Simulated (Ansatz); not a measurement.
Structure (in its standard cell), a model structure set up as the input of an electronic-structure calculation (not necessarily at equilibrium):

```
CELL_PARAMETERS angstrom
4.28841 0.00000 0.00000
0.00000 4.28841 0.00000
0.00000 0.00000 4.28841
ATOMIC_POSITIONS crystal
Cr 0.00000 0.00000 0.00000
F 0.50000 0.00000 0.00000
F 0.00000 0.50000 0.00000
F 0.00000 0.00000 0.50000
Na 0.50000 0.50000 0.50000
```

Predict the [211] zone-axis pattern (120 kV, kinematic, B = 1 Å²).

Answer. The spots form a rectangular net whose two shortest vectors correspond to d = 3.03 Å and 2.48 Å, 90.0° apart. They are 0 -1 1 and -1 1 1. The pattern has symmetry 2mm. No reflection of this zone is absent.

Strongest reflections with d > 0.84 Å, one of each family (|F|² from tabulated Gaussian fits of the electron scattering factors, times a small damping for the curvature of the Ewald sphere):

```
    hkl  d (Å)  I (strongest = 100)
 0 2 -2  1.516                  100
 0 1 -1  3.032                   62
2 -2 -2  1.238                   58
 2 0 -4  0.959                   24
 1 0 -2  1.918                   21
1 -1 -1  2.476                   16
```

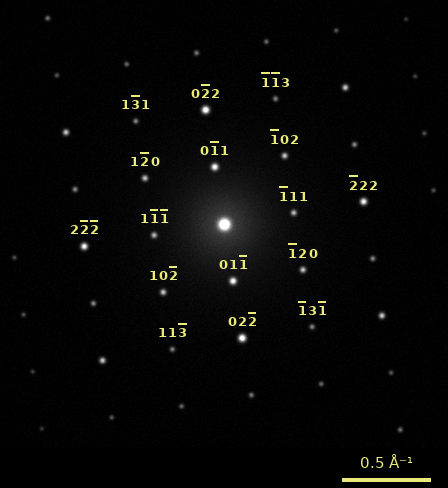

Calculated pattern, seen from the source side with [211] pointing towards the source.
